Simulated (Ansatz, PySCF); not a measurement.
Bond stretch in SiS, singlet.

- RKS-B3LYP = restricted B3LYP/cc-pVTZ (PySCF)
- UKS-BLYP = PySCF with unrestricted BLYP/cc-pVTZ
- UCCSD(T) = CCSD(T) on UHF/cc-pVTZ, 10 core orbitals frozen run with PySCF
- UKS-PBE = unrestricted PBE/cc-pVTZ (Ansatz, a first-principles code)

Energies are in kcal/mol, each relative to the lowest point of its own curve near equilibrium.

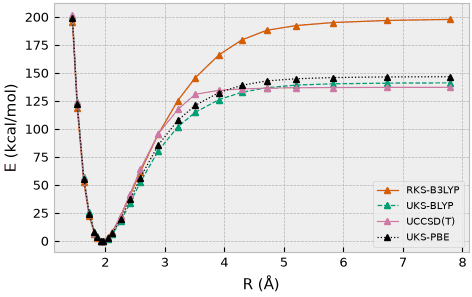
Energy against bond length for each method.

```json
[
 {"R / Å": "1.45", "RKS-B3LYP": "195.2", "UKS-BLYP": "200.8", "UCCSD(T)": "202.0", "UKS-PBE": "199.2"},
 {"R / Å": "1.53", "RKS-B3LYP": "118.8", "UKS-BLYP": "123.8", "UCCSD(T)": "123.7", "UKS-PBE": "122.3"},
 {"R / Å": "1.64", "RKS-B3LYP": "52.9", "UKS-BLYP": "56.9", "UCCSD(T)": "55.8", "UKS-PBE": "55.6"},
 {"R / Å": "1.73", "RKS-B3LYP": "22.5", "UKS-BLYP": "25.5", "UCCSD(T)": "24.2", "UKS-PBE": "24.5"},
 {"R / Å": "1.82", "RKS-B3LYP": "6.5", "UKS-BLYP": "8.4", "UCCSD(T)": "7.3", "UKS-PBE": "7.7"},
 {"R / Å": "1.86", "RKS-B3LYP": "2.8", "UKS-BLYP": "4.1", "UCCSD(T)": "3.3", "UKS-PBE": "3.6"},
 {"R / Å": "1.93", "RKS-B3LYP": "0.0", "UKS-BLYP": "0.4", "UCCSD(T)": "0.1", "UKS-PBE": "0.2"},
 {"R / Å": "1.97", "RKS-B3LYP": "0.1", "UKS-BLYP": "0.0", "UCCSD(T)": "0.0", "UKS-PBE": "0.0"},
 {"R / Å": "2.05", "RKS-B3LYP": "3.2", "UKS-BLYP": "1.9", "UCCSD(T)": "2.7", "UKS-PBE": "2.4"},
 {"R / Å": "2.12", "RKS-B3LYP": "8.2", "UKS-BLYP": "5.9", "UCCSD(T)": "7.5", "UKS-PBE": "6.8"},
 {"R / Å": "2.26", "RKS-B3LYP": "22.1", "UKS-BLYP": "17.7", "UCCSD(T)": "22.6", "UKS-PBE": "19.5"},
 {"R / Å": "2.42", "RKS-B3LYP": "41.0", "UKS-BLYP": "34.2", "UCCSD(T)": "42.3", "UKS-PBE": "37.2"},
 {"R / Å": "2.59", "RKS-B3LYP": "61.8", "UKS-BLYP": "52.4", "UCCSD(T)": "64.1", "UKS-PBE": "56.6"},
 {"R / Å": "2.89", "RKS-B3LYP": "95.4", "UKS-BLYP": "80.5", "UCCSD(T)": "95.7", "UKS-PBE": "85.6"},
 {"R / Å": "3.22", "RKS-B3LYP": "125.3", "UKS-BLYP": "102.0", "UCCSD(T)": "117.4", "UKS-PBE": "107.8"},
 {"R / Å": "3.51", "RKS-B3LYP": "145.7", "UKS-BLYP": "114.8", "UCCSD(T)": "130.9", "UKS-PBE": "121.0"},
 {"R / Å": "3.91", "RKS-B3LYP": "166.1", "UKS-BLYP": "126.2", "UCCSD(T)": "134.5", "UKS-PBE": "132.5"},
 {"R / Å": "4.29", "RKS-B3LYP": "179.4", "UKS-BLYP": "132.7", "UCCSD(T)": "135.8", "UKS-PBE": "139.0"},
 {"R / Å": "4.71", "RKS-B3LYP": "188.1", "UKS-BLYP": "136.8", "UCCSD(T)": "136.4", "UKS-PBE": "142.9"},
 {"R / Å": "5.21", "RKS-B3LYP": "192.4", "UKS-BLYP": "139.2", "UCCSD(T)": "136.8", "UKS-PBE": "144.8"},
 {"R / Å": "5.83", "RKS-B3LYP": "195.0", "UKS-BLYP": "140.4", "UCCSD(T)": "137.0", "UKS-PBE": "145.9"},
 {"R / Å": "6.74", "RKS-B3LYP": "196.9", "UKS-BLYP": "140.9", "UCCSD(T)": "137.2", "UKS-PBE": "146.5"},
 {"R / Å": "7.79", "RKS-B3LYP": "197.8", "UKS-BLYP": "141.2", "UCCSD(T)": "137.2", "UKS-PBE": "146.7"}
]
```

At the longest distance, 7.79 Å, RKS-B3LYP lies highest above its minimum (197.8 kcal/mol) and UCCSD(T) lowest (137.2 kcal/mol).

At the longest distance RKS-B3LYP, UKS-BLYP leaves fractional charges on the fragments, a sign of delocalisation error or of the restricted form. The restricted form behind RKS-B3LYP keeps the bonding electrons paired and can't separate into open-shell fragments. The unrestricted solution behind UKS-BLYP, UKS-PBE changes between 2.89 and 3.22 Å, which can leave a kink. The unrestricted determinant behind UKS-BLYP, UKS-PBE is spin-contaminated at 2.89 to 7.79 Å (<S²> up to 1.9, against 0.00 for a pure singlet). The unrestricted solution behind UCCSD(T) changes between 2.59 and 2.89 Å, which can leave a kink. The unrestricted determinant behind UCCSD(T) is spin-contaminated at 2.26 to 7.79 Å (<S²> up to 2.0, against 0.00 for a pure singlet).
